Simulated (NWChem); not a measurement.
**CH3FO (SMILES OCF) at 5 levels**

Wanted: a comparison of 5 runs (HF/STO-3G, B3LYP/6-31G*, BLYP/def2-SVP, PBE0/def2-SVP, MP2/STO-3G) of CH3FO. 

The results are computed with NWChem 7.3.0.

### 1 The molecule

CH3FO has 6 atoms, charge 0, and is taken as a singlet. As SMILES, `OCF`. Geometry: relaxed at PBE0-D4/def2-TZVP. This is one conformer, not always the lowest.

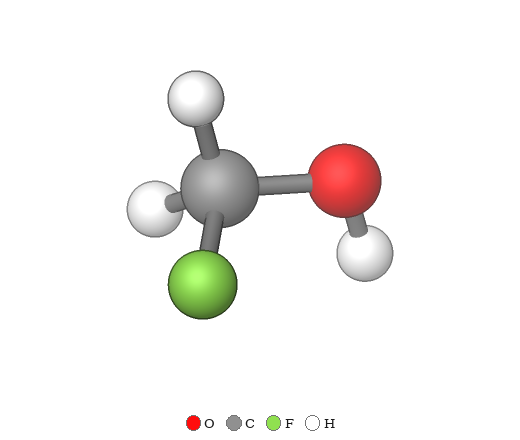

Viewed from a chosen angle; oxygen red, carbon grey, fluorine green, hydrogen white.

### 2 Energy and forces at HF/STO-3G (run 1)

The input, mymol.xyz:

```xyz
6

O     -0.794000    -0.697200    -0.247400
C      0.250200     0.049000     0.230800
F     -0.094100     1.383200     0.323800
H     -0.928700    -0.495100    -1.178000
H      1.136800     0.004900    -0.412500
H      0.472100    -0.308800     1.237300
```

The input, run.py:

```python
from ase.io import read
from ase.calculators.nwchem import NWChem

mol = read('mymol.xyz')

calc = NWChem(
    label='mymol',
    theory='scf',
    memory='2200 mb',
    basis='STO-3G',
    basispar='spherical bse',
    scf={'nopen': '0', 'rhf': None, 'thresh': '1e-08', 'maxiter': '80'},
)
mol.calc = calc

forces = mol.get_forces()
print(f"energy = {mol.get_potential_energy():.6f} eV")
print("forces (eV/A):")
for s, f in zip(mol.symbols, forces):
    print(f"{s:2s} {f[0]:10.5f} {f[1]:10.5f} {f[2]:10.5f}")
print("dipole (e A):", mol.get_dipole_moment().round(4))
```

Launch:

```
$ export ASE_NWCHEM_COMMAND="nwchem PREFIX.nwi > PREFIX.nwo"
$ python run.py
```

Log:

```text
energy = -5741.677714 eV
forces (eV/A):
O    -2.04269   -2.34058    0.99697
C     1.21629    1.98283    0.25387
F    -0.22662    0.50676    0.01306
H     0.06345    0.68304   -1.59208
H     0.61753   -0.38006   -0.09122
H     0.37204   -0.45200    0.41945
dipole (e A): [ 0.1912 -0.0565 -0.2218]
```

The calculator wrote mymol.nwi:

```
title "mymol"

permanent_dir mymol

scratch_dir mymol

start mymol

geometry units angstrom nocenter noautosym noautoz
  O  -7.9400000000000004e-01 -6.9720000000000004e-01 -2.4740000000000001e-01
  C  2.5019999999999998e-01 4.9000000000000002e-02 2.3080000000000001e-01
  F  -9.4100000000000003e-02 1.3832000000000000e+00 3.2379999999999998e-01
  H  -9.2869999999999997e-01 -4.9509999999999998e-01 -1.1779999999999999e+00
  H  1.1368000000000000e+00 4.8999999999999998e-03 -4.1249999999999998e-01
  H  4.7210000000000002e-01 -3.0880000000000002e-01 1.2373000000000001e+00
end

memory 2200 mb

basis spherical bse noprint
   * library STO-3G
end

scf
  nopen 0
  rhf
  thresh 1e-08
  maxiter 80
end

task scf gradient
```

mymol.nwo:

```text
Northwest Computational Chemistry Package (NWChem) 7.3.0
             --------------------------------------------------------

           Job information
           ---------------

    nwchem branch   = 7.3.0
    use scalapack   = T
    input           = mymol.nwi
    prefix          = mymol.
    data base       = mymol/mymol.db
    status          = startup
    nproc           =        1

           Memory information
           ------------------

[... 5 lines left out ...]
    hardfail = no
[... 132 lines left out ...]
         Quadratically convergent ROHF
[... 15 lines left out ...]
       Final RHF  results
[... 4 lines left out ...]
      Two-electron energy =    161.199459343979
[... 27 lines left out ...]
                       ROHF Final Molecular Orbital Analysis
[... 178 lines left out ...]
                 ----------------------------------------
                 |  Time  |  1-e(secs)   |  2-e(secs)   |
                 ----------------------------------------
                 |  CPU   |       0.00   |       0.07   |
                 ----------------------------------------
                 |  WALL  |       0.00   |       0.07   |
                 ----------------------------------------

 Task  times  cpu:        0.3s     wall:        0.3s
 Total times  cpu:        0.3s     wall:        0.3s
```

Run time: 1.1 s. Hardware: 1 thread of AMD EPYC 9R45 (Zen 5), shared host; peak memory 0.1 GiB.

### 3 Energy and forces at B3LYP/6-31G(d) (Cartesian functions) (run 2)

The input, mymol.nw:

```
start mymol
memory stack 880 mb heap 220 mb global 1100 mb
charge 0

geometry units angstroms noautosym nocenter noautoz
O    -0.794000   -0.697200   -0.247400
C     0.250200    0.049000    0.230800
F    -0.094100    1.383200    0.323800
H    -0.928700   -0.495100   -1.178000
H     1.136800    0.004900   -0.412500
H     0.472100   -0.308800    1.237300
end

basis cartesian
* library 6-31G*
end

dft
xc b3lyp
mult 1
grid xfine
convergence energy 1e-08
maxiter 100
mulliken
end

task dft gradient
```

Launch:

```
$ nwchem mymol.nw > mymol.out
```

Log:

```text
[...]
          Wavefunction type:  closed shell.
          No. of atoms     :     6
          No. of electrons :    26
[...]
          Charge           :     0
          Spin multiplicity:     1
[...]
          AO basis - number of functions:    51
[...]
              XC Information
              --------------
                         B3LYP Method XC Potential
                     Hartree-Fock (Exact) Exchange  0.200
                        Slater Exchange Functional  0.800 local
                    Becke 1988 Exchange Functional  0.720 non-local
              Lee-Yang-Parr Correlation Functional  0.810
                  VWN I RPA Correlation Functional  0.190 local
[...]
 d= 0,ls=0.0,diis     1   -214.8732574448 -2.94D+02  2.22D-02  8.02D-01     0.7
[...]
 d= 0,ls=0.0,diis    10   -214.9551205264 -1.06D-09  2.87D-07  4.24D-10     5.7
         Total DFT energy =     -214.955120526350
      One electron energy =     -453.863518182462
           Coulomb energy =      185.106328313233
    Exchange-Corr. energy =      -25.638261583981
 Nuclear repulsion energy =       79.440330926860
[...]
  wavefunction    = closed shell
                         DFT ENERGY GRADIENTS
    atom               coordinates                        gradient
                 x          y          z           x          y          z
   1 O      -1.500442  -1.317517  -0.467518    0.005080   0.009759  -0.005605
   2 C       0.472809   0.092597   0.436149   -0.003935  -0.003917  -0.001486
   3 F      -0.177823   2.613869   0.611893    0.001011  -0.007112  -0.000367
   4 H      -1.754989  -0.935603  -2.226097    0.001005  -0.002678   0.007736
   5 H       2.148241   0.009260  -0.779512   -0.002485   0.001612   0.000559
   6 H       0.892140  -0.583547   2.338158   -0.000675   0.002336  -0.000837
[...]
```

It took 7.5 s on 1 thread of AMD EPYC 9R45 (Zen 5), shared host; peak memory 0.13 GiB.

Run 3 isn't shown in full; the table further down has it.

### 4 Energy and forces at PBE0/def2-SVP (run 4)

The input, a.xyz:

```xyz
6

O     -0.794000    -0.697200    -0.247400
C      0.250200     0.049000     0.230800
F     -0.094100     1.383200     0.323800
H     -0.928700    -0.495100    -1.178000
H      1.136800     0.004900    -0.412500
H      0.472100    -0.308800     1.237300
```

The input, run.py:

```python
from ase.io import read
from ase.calculators.nwchem import NWChem

atoms = read('a.xyz')

calc = NWChem(
    label='a',
    theory='dft',
    memory='2200 mb',
    basis='def2-SVP',
    basispar='spherical bse',
    dft={'xc': 'pbe0', 'mult': '1', 'grid': 'xfine', 'convergence': 'energy 1e-08', 'iterations': '100', 'mulliken': None},
)
atoms.calc = calc

forces = atoms.get_forces()
print(f"energy = {atoms.get_potential_energy():.6f} eV")
print("forces (eV/A):")
for s, f in zip(atoms.symbols, forces):
    print(f"{s:2s} {f[0]:10.5f} {f[1]:10.5f} {f[2]:10.5f}")
print("dipole (e A):", atoms.get_dipole_moment().round(4))
```

Launch:

```
$ export ASE_NWCHEM_COMMAND="nwchem PREFIX.nwi > PREFIX.nwo"
$ python run.py
```

Log:

```text
energy = -5839.011361 eV
forces (eV/A):
O     0.19268   -0.01013    0.21253
C    -0.74166    0.41004   -0.23212
F     0.10835   -0.25351   -0.01347
H     0.00869    0.06196   -0.09873
H     0.31455   -0.05780   -0.16080
H     0.11740   -0.15056    0.29259
dipole (e A): [ 0.2152 -0.1688 -0.2689]
```

The calculator wrote a.nwi:

```
title "a"

permanent_dir a

scratch_dir a

start a

geometry units angstrom nocenter noautosym noautoz
  O  -7.9400000000000004e-01 -6.9720000000000004e-01 -2.4740000000000001e-01
  C  2.5019999999999998e-01 4.9000000000000002e-02 2.3080000000000001e-01
  F  -9.4100000000000003e-02 1.3832000000000000e+00 3.2379999999999998e-01
  H  -9.2869999999999997e-01 -4.9509999999999998e-01 -1.1779999999999999e+00
  H  1.1368000000000000e+00 4.8999999999999998e-03 -4.1249999999999998e-01
  H  4.7210000000000002e-01 -3.0880000000000002e-01 1.2373000000000001e+00
end

memory 2200 mb

basis spherical bse noprint
   * library def2-SVP
end

dft
  xc pbe0
  mult 1
  grid xfine
  convergence energy 1e-08
  iterations 100
  mulliken
end

task dft gradient
```

a.nwo:

```text
Northwest Computational Chemistry Package (NWChem) 7.3.0
             --------------------------------------------------------

           Job information
           ---------------

    nwchem branch   = 7.3.0
    use scalapack   = T
    input           = a.nwi
    prefix          = a.
    data base       = a/a.db
    status          = startup
    nproc           =        1

           Memory information
           ------------------

[... 5 lines left out ...]
    hardfail = no
[... 103 lines left out ...]
  convergence criterion.
[... 42 lines left out ...]
          Spatial weights used:  Erf1
[... 32 lines left out ...]
 1-e energy   =    -451.443615
[... 49 lines left out ...]
           Coulomb energy =      184.909509129684
[... 471 lines left out ...]
          Convergence on density requested:  1.00D-05
[... 28 lines left out ...]
          total energy or number of iterations.
[... 37 lines left out ...]
                 ----------------------------------------
                 |  Time  |  1-e(secs)   |  2-e(secs)   |
                 ----------------------------------------
                 |  CPU   |       0.00   |       0.49   |
                 ----------------------------------------
                 |  WALL  |       0.00   |       0.49   |
                 ----------------------------------------

 Task  times  cpu:        7.3s     wall:        7.3s
 Total times  cpu:        7.3s     wall:        7.3s
```

Wall time 8.1 s (1 thread of AMD EPYC 9R45 (Zen 5), shared host); peak memory 0.13 GiB.

### 5 Energy and gradient at MP2/STO-3G (run 5)

The input, mol.nw:

```
START mol
TITLE "CH3FO"
memory stack 880 mb heap 220 mb global 1100 mb

GEOMETRY units angstrom noautosym nocenter noautoz
   O     -0.794000    -0.697200    -0.247400
   C      0.250200     0.049000     0.230800
   F     -0.094100     1.383200     0.323800
   H     -0.928700    -0.495100    -1.178000
   H      1.136800     0.004900    -0.412500
   H      0.472100    -0.308800     1.237300
END

BASIS spherical bse
   * library STO-3G
END

SCF
   singlet
   rhf
   thresh 1e-08
   maxiter 80
END

MP2
   freeze core 3
   tight
END

TASK mp2 gradient
```

Launch:

```
$ nwchem mol.nw > mol.out
```

Log:

```text
[...]
  functions       =    18
[...]
  wavefunction    = RHF
[...]
         Total SCF energy =   -211.002765858919
      One-electron energy =   -451.642556129763
      Two-electron energy =    161.199459343985
 Nuclear repulsion energy =     79.440330926860
        Time for solution =      0.2s
[...]
          Total MP2 energy          -211.102147462722
[...]
                         mp2 ENERGY GRADIENTS
    atom               coordinates                        gradient
                 x          y          z           x          y          z
   1 O      -1.500442  -1.317517  -0.467518    0.052425   0.065633  -0.040862
   2 C       0.472809   0.092597   0.436149   -0.023984  -0.035463   0.000100
   3 F      -0.177823   2.613869   0.611893    0.007975  -0.031832  -0.002339
   4 H      -1.754989  -0.935603  -2.226097   -0.001341  -0.020735   0.053863
   5 H       2.148241   0.009260  -0.779512   -0.025451   0.007485   0.010024
   6 H       0.892140  -0.583547   2.338158   -0.009623   0.014912  -0.020787
[...]
```

It took 1 s on 1 thread of AMD EPYC 9R45 (Zen 5), shared host; peak memory 0.1 GiB.

### 6 Overview of the runs

```
run                               level  Cartesian functions  iteration cap  energy (Eh)  dipole moment (D)  HOMO energy (eV)  LUMO energy (eV)  wall time
  1                           HF/STO-3G                   no             80  -211.002766               1.43            -10.37             15.70      1.1 s
  2  B3LYP/6-31G* (Cartesian functions)                  yes            100  -214.955121               1.76             -8.40              1.88      7.5 s
  3                       BLYP/def2-SVP                   no            100  -214.753187               1.69                 –                 –      7.8 s
  4                       PBE0/def2-SVP                   no            100  -214.579711               1.84             -8.85              1.71      8.1 s
  5                          MP2/STO-3G                   no             80  -211.102147               1.31            -10.37             15.70        1 s
```

### 7 What came out

```
                                                      quantity          value
                                           run 5: total energy  -211.10215 Eh
run 5: dipole moment (of the density that the program reports)         1.31 D
                    run 5: HOMO energy (Hartree–Fock orbitals)      -10.37 eV
                    run 5: LUMO energy (Hartree–Fock orbitals)       15.70 eV
                  run 5: HOMO–LUMO gap (Hartree–Fock orbitals)       26.07 eV
            run 5: correlation energy (3 core orbitals frozen)      -99.4 mEh
                               run 5: largest force on an atom     4.803 eV/Å
```

In words: The dipole moment (its size) runs from 1.31 D (MP2/STO-3G) to 1.84 D (PBE0/def2-SVP). The two ends differ in method and basis. Over runs 1, 2, 4 the HOMO–LUMO gap runs from 10.29 eV (B3LYP/6-31G*) to 26.07 eV (HF/STO-3G). Totals of different functionals can't be ranked against each other. In runs 1, 5 the basis is minimal, so the values are rough. All runs together took 26 s, the longest 8.1 s.
